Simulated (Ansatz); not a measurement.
# Profile along the O–Ca line in CaO (rock salt)

CaO (rock salt), conventional cell a = 4.7671 Å, b = 4.7671 Å, c = 4.7671 Å, α = 90.00°, β = 90.00°, γ = 90.00°. The calculation uses the primitive cell of 2 atoms, to which meshes and values per cell refer.

Fields along a shortest O–Ca line of a {100} plane (2.38 Å), from O to Ca, interpolated on the slice's grid (step about 0.1 Å). The numbers are results of PBEsol (plane waves to 420 eV, PAW, scalar-relativistic; Ansatz, an electronic-structure program), not measurements. k mesh 12×12×12. These are valence fields of a PAW run, semicore shells included where kept as valence: close to a nucleus they are smooth pseudo fields. CaO was relaxed with its symmetry unable to fall.

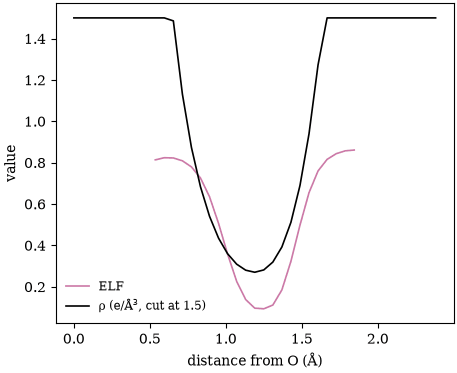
Figure. ELF (away from the nuclei) and valence density from O to Ca.

Density on the O–Ca line (2.38 Å) at its midpoint: 0.27 e/Å³. ELF at that point: 0.10. Character of the O–Ca contact (rough rule: ELF there above 0.7 covalent, below 0.2 ionic, polar between): closed-shell (ionic).
